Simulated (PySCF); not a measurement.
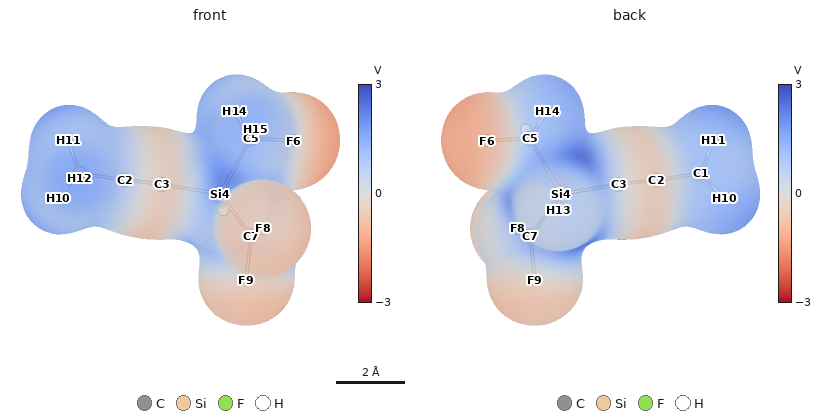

C5H6F3Si (doublet). The molecular electrostatic potential painted on the density surface at 0.004 e/bohr³, seen from the front and from behind; red is negative and blue positive.

Geometry: GFN2-xTB.

Method: UKS B3LYP, pcH-1 on C F H Si, non-relativistic, mean-field spin-orbit, GIAO (PySCF 2.14.0, density-fitted response routines).

The calculation's input:

```
{"job": {"kind": "epr", "basis": "pcH-1"}, "charge": 0, "multiplicity": 2}
C      3.205329    -0.296800    -0.702970
C      1.773835    -0.156953    -0.605610
C      0.572235    -0.064299    -0.527999
Si    -1.250351     0.176051    -0.370483
C     -1.865002    -1.196113     0.820418
F     -3.243138    -1.188662     0.895629
C     -1.690529     1.802553     0.455687
F     -1.465731     2.064694     1.743221
F     -1.728514     2.955879    -0.212983
H      3.560195     0.169196    -1.621460
H      3.478837    -1.351503    -0.709721
H      3.682459     0.188130     0.148150
H     -1.956189     0.168484    -1.648008
H     -1.580204    -2.191693     0.472040
H     -1.497645    -1.070975     1.842177
```

Run with:

```sh
OMP_NUM_THREADS=1 python probes_run.py task.json out
```

Describe the electrostatic potential map.

The most negative region (about −1.2 V, or −28 kcal/mol for a unit charge) lies over F6, the most positive (about +2.2 V, or +51 kcal/mol for a unit charge) over Si4.
